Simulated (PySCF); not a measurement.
**What a change does: NMR shielding calculation on C$_{3}$H$_{8}$O$_{3}$S**

System: C$_{3}$H$_{8}$O$_{3}$S.
Method of run A: GIAO X3LYP/pcSseg-1 NMR shielding, non-relativistic, IEF-PCM cyclohexane (PySCF 2.14.0).

The geometry comes from this level: GFN2-xTB. Text and figures count atoms from 1; the logs count them from 0 in places.

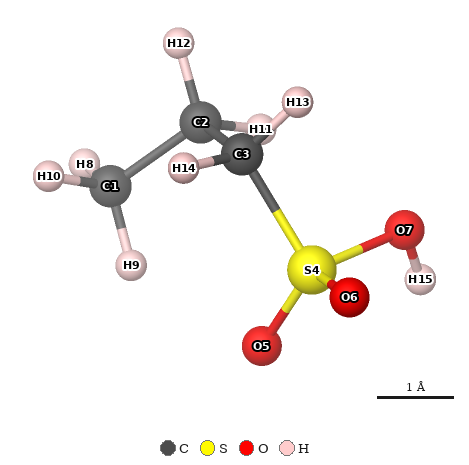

Figure 1. The input geometry (ball-and-stick view, seen at a tilt; atoms are numbered from 1 in the order of the input).

Input, run A:
```
{"job": {"xc": "X3LYP", "basis": "pcSseg-1", "solvent": "cyclohexane", "kind": "nmr", "pop": false}, "charge": 0, "multiplicity": 1}
C      1.487387     0.650841     0.847879
C      1.062216    -0.084095    -0.417512
C     -0.066127    -1.057031    -0.152367
S     -1.622966    -0.182140     0.060620
O     -1.536444     0.955045     0.927564
O     -2.658548    -1.132274     0.309012
O     -1.793890     0.405247    -1.442414
H      2.265047     1.375394     0.620307
H      0.637831     1.170032     1.280626
H      1.878139    -0.050762     1.581362
H      0.728091     0.632587    -1.169455
H      1.916707    -0.627056    -0.830761
H     -0.269061    -1.714787    -0.990975
H      0.082200    -1.639978     0.751502
H     -2.114995     1.306967    -1.397301
```

The first line tells a small driver script what to run in PySCF; the rest is the geometry in Å.

Command:
```bash
OMP_NUM_THREADS=1 python <driver script> task.json out
```

Hardware: 1 CPU thread, shared host.

Output (run A):
```
coarse grid: 13104 points
cycle   1  E = -742.3330887483  dE =  1.675e+00  |g| = 1.320e+00  |ddm| = 3.616e+00
cycle   2  E = -741.7575771513  dE =  5.755e-01  |g| = 2.235e+00  |ddm| = 2.524e+00
cycle   3  E = -742.6244723677  dE = -8.669e-01  |g| = 2.603e-01  |ddm| = 1.771e+00
cycle   4  E = -742.6366665267  dE = -1.219e-02  |g| = 9.759e-02  |ddm| = 2.457e-01
cycle   5  E = -742.6381504832  dE = -1.484e-03  |g| = 2.999e-02  |ddm| = 6.998e-02
cycle   6  E = -742.6383348109  dE = -1.843e-04  |g| = 5.717e-03  |ddm| = 2.517e-02
cycle   7  E = -742.6383411001  dE = -6.289e-06  |g| = 1.772e-03  |ddm| = 5.357e-03
final grid: 121976 points
cycle   8  E = -742.7202109675  dE = -3.001e-05  |g| = 7.470e-03  |ddm| = 1.946e-02
cycle   9  E = -742.7201966746  dE =  1.429e-05  |g| = 1.110e-02  |ddm| = 1.386e-02
cycle  10  E = -742.7202232266  dE = -2.655e-05  |g| = 1.466e-03  |ddm| = 8.824e-03
cycle  11  E = -742.7202236111  dE = -3.845e-07  |g| = 2.228e-04  |ddm| = 1.080e-03
cycle  12  E = -742.7202236175  dE = -6.380e-09  |g| = 1.437e-04  |ddm| = 2.444e-04
cycle  13  E = -742.7202236211  dE = -3.589e-09  |g| = 2.586e-05  |ddm| = 1.028e-04
cycle  14  E = -742.7202236212  dE = -8.890e-11  |g| = 1.226e-05  |ddm| = 2.442e-05
converged SCF energy = -742.7202236212

GIAO shielding tensors (ppm)
atom      isotropic    diamagn.    paramagn.     s11        s22        s33       span
  0 C      167.675     247.997     -80.322    152.737    167.225    183.063     30.326
  1 C      160.114     249.086     -88.972    155.134    157.883    167.326     12.191
  2 C      120.787     257.092    -136.305     93.035    115.043    154.283     61.248
  3 S      151.806    1050.334    -898.527     15.198    123.674    316.547    301.349
  4 O      103.228     404.584    -301.356     73.927    110.209    125.546     51.619
  5 O       85.386     398.227    -312.841     42.894     89.470    123.796     80.902
  6 O      132.910     395.878    -262.967     36.441     70.756    291.534    255.093
  7 H       30.792      29.635       1.157     26.320     27.962     38.095     11.774
  8 H       29.282      31.985      -2.703     22.676     30.638     34.531     11.855
  9 H       31.055      30.620       0.435     27.336     28.514     37.316      9.980
 10 H       29.847      33.016      -3.169     25.742     29.784     34.014      8.272
 11 H       29.956      30.623      -0.667     24.625     28.438     36.806     12.181
 12 H       28.428      31.296      -2.868     24.632     28.302     32.351      7.720
 13 H       29.009      32.236      -3.227     25.325     28.929     32.774      7.449
 14 H       27.092      31.125      -4.033     22.229     23.037     36.009     13.780
```

The input of run B differs as follows (lines with − go, lines with + come):
```diff
-"xc": "X3LYP"
+"xc": "PBE0"
-"solvent": "cyclohexane"
+"solvent": "chloroform"
```

How does run B compare with run A?

The total energies belong to different models, so their difference says nothing on which is more stable or more accurate. The HOMO goes from −8.59 to −8.89 eV. The LUMO goes from 0.60 to 1.07 eV. The dipole moment goes from 3.88 to 4.17 D. Of all shieldings, the largest change is that of S4, by +17.1 ppm. The functional changes from X3LYP to PBE0. The number of SCF iterations is the same.

Output (run B):
```
coarse grid: 13104 points
cycle   1  E = -742.0472949738  dE =  1.660e+00  |g| = 1.208e+00  |ddm| = 3.597e+00
cycle   2  E = -741.6504440617  dE =  3.969e-01  |g| = 1.929e+00  |ddm| = 2.158e+00
cycle   3  E = -742.2966217677  dE = -6.462e-01  |g| = 1.998e-01  |ddm| = 1.458e+00
cycle   4  E = -742.3038397978  dE = -7.218e-03  |g| = 7.249e-02  |ddm| = 1.828e-01
cycle   5  E = -742.3046783824  dE = -8.386e-04  |g| = 2.134e-02  |ddm| = 5.202e-02
cycle   6  E = -742.3047710885  dE = -9.271e-05  |g| = 4.008e-03  |ddm| = 1.767e-02
cycle   7  E = -742.3047742982  dE = -3.210e-06  |g| = 1.122e-03  |ddm| = 3.716e-03
final grid: 121976 points
cycle   8  E = -742.3795506052  dE = -2.979e-05  |g| = 1.166e-02  |ddm| = 2.426e-02
cycle   9  E = -742.3795275433  dE =  2.306e-05  |g| = 1.574e-02  |ddm| = 2.075e-02
cycle  10  E = -742.3795785701  dE = -5.103e-05  |g| = 1.747e-03  |ddm| = 1.221e-02
cycle  11  E = -742.3795791174  dE = -5.473e-07  |g| = 2.813e-04  |ddm| = 1.393e-03
cycle  12  E = -742.3795791290  dE = -1.159e-08  |g| = 1.435e-04  |ddm| = 2.765e-04
cycle  13  E = -742.3795791325  dE = -3.546e-09  |g| = 3.072e-05  |ddm| = 1.073e-04
cycle  14  E = -742.3795791327  dE = -1.728e-10  |g| = 7.130e-06  |ddm| = 2.288e-05
converged SCF energy = -742.3795791327

GIAO shielding tensors (ppm)
atom      isotropic    diamagn.    paramagn.     s11        s22        s33       span
  0 C      173.205     249.233     -76.028    159.091    172.641    187.884     28.792
  1 C      166.524     249.839     -83.315    161.244    164.676    173.652     12.408
  2 C      127.360     257.614    -130.254     99.989    121.501    160.590     60.601
  3 S      168.950    1050.375    -881.425     40.279    145.923    320.648    280.369
  4 O      111.273     403.672    -292.399     84.964    114.331    134.523     49.559
  5 O       95.041     397.735    -302.694     53.916     98.632    132.575     78.659
  6 O      138.067     395.788    -257.721     45.345     76.400    292.455    247.110
  7 H       30.692      29.609       1.083     26.027     27.708     38.343     12.316
  8 H       29.372      31.821      -2.449     22.596     30.723     34.798     12.202
  9 H       30.909      30.465       0.444     27.007     28.266     37.454     10.447
 10 H       29.757      32.713      -2.956     25.490     29.570     34.211      8.721
 11 H       29.791      30.583      -0.792     24.235     28.085     37.053     12.818
 12 H       28.254      31.047      -2.793     24.276     27.953     32.532      8.256
 13 H       28.790      31.869      -3.079     24.931     28.567     32.872      7.940
 14 H       26.595      30.699      -4.104     21.566     22.301     35.918     14.352
```

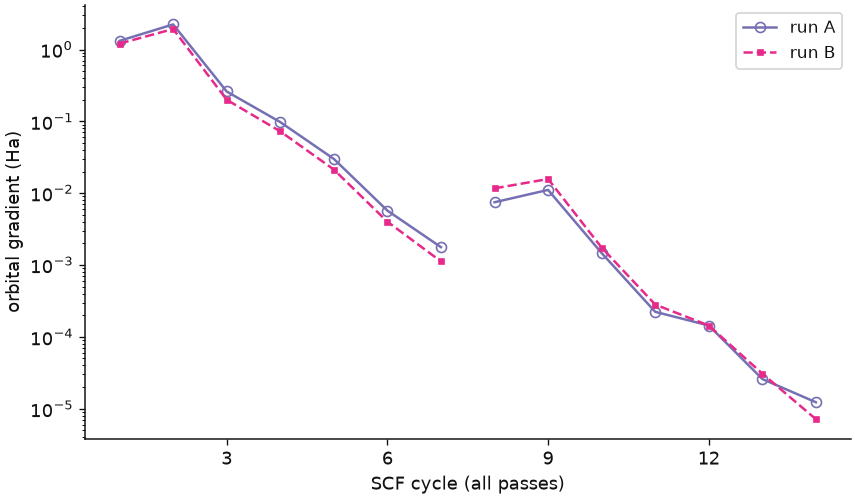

Figure 2. Convergence of the two runs: orbital gradient against the SCF cycle. A break in a curve parts two SCF passes (coarse and final grid). Run A takes 14 cycles in all, and run B takes 14.

The two runs side by side:

```tsv
quantity	run A	run B
outcome	converged	converged
total energy (hartree)	−742.720224	−742.379579
HOMO (eV)	−8.59	−8.89
LUMO (eV)	0.60	1.07
dipole moment (D)	3.88	4.17
shielding of C1 (ppm)	167.7	173.2
shielding of C2 (ppm)	160.1	166.5
shielding of C3 (ppm)	120.8	127.4
shielding of S4 (ppm)	151.8	168.9
shielding of O5 (ppm)	103.2	111.3
shielding of O6 (ppm)	85.4	95.0
shielding of O7 (ppm)	132.9	138.1
SCF iterations	14	14
basis functions	166	166
wall time (shared host)	22 s	24 s
```
